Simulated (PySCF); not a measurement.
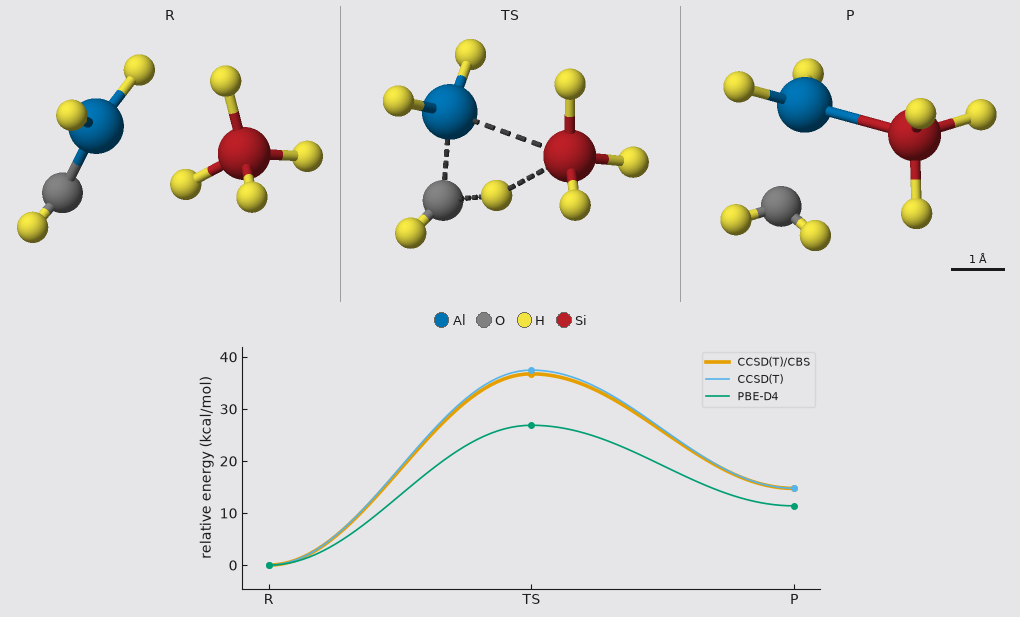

A reaction step of AlSiH₇O, with its energy diagram. A ball-and-stick model, seen at a tilt. Dashed sticks mark bonds that form or break.

Stationary points at PBE0-D4/def2-TZVP, single-point energies with CCSD(T)/CBS, CCSD(T), PBE-D4 (def2-TZVPP where no basis is named; PySCF 2.14.0). The energies are electronic, without zero-point or thermal terms, and both ends are the relaxed geometries reached downhill from the saddle, with any fragments still in contact. CCSD(T)/CBS stands for a frozen-core estimate: MP2 correlation extrapolated from def2-TZVPP and def2-QZVPP, CCSD(T) minus MP2 from the smaller set.

What happens, and what does it cost?

Counted by bonded pieces, R holds AlH₃O + SiH₄ and P holds AlSiH₅ + H₂O. From R over the saddle to P, bonds form: Al–Si (3.20 → 2.66 → 2.47 Å), H–O (2.79 → 1.25 → 0.97 Å). Bonds break: Al–O (1.70 → 1.85 → 2.03 Å), H–Si (1.50 → 1.91 → 2.91 Å). The saddle has one imaginary mode, 1260i cm⁻¹. The end R keeps a soft imaginary mode of 87i cm⁻¹, so it isn't quite a minimum. With CCSD(T)/CBS the barrier is 36.7 kcal/mol from R and 22.0 kcal/mol from P, and P lies 14.7 kcal/mol above R.

```csv
level,barrier from R (kcal/mol),barrier from P (kcal/mol),P less R (kcal/mol)
CCSD(T)/CBS,36.7,22.0,14.7
CCSD(T),37.5,22.7,14.8
PBE-D4,26.9,15.5,11.4
```

Against CCSD(T)/CBS, CCSD(T) comes closest on the barrier from R (+0.7 kcal/mol) and PBE-D4 misses most (−9.9 kcal/mol).
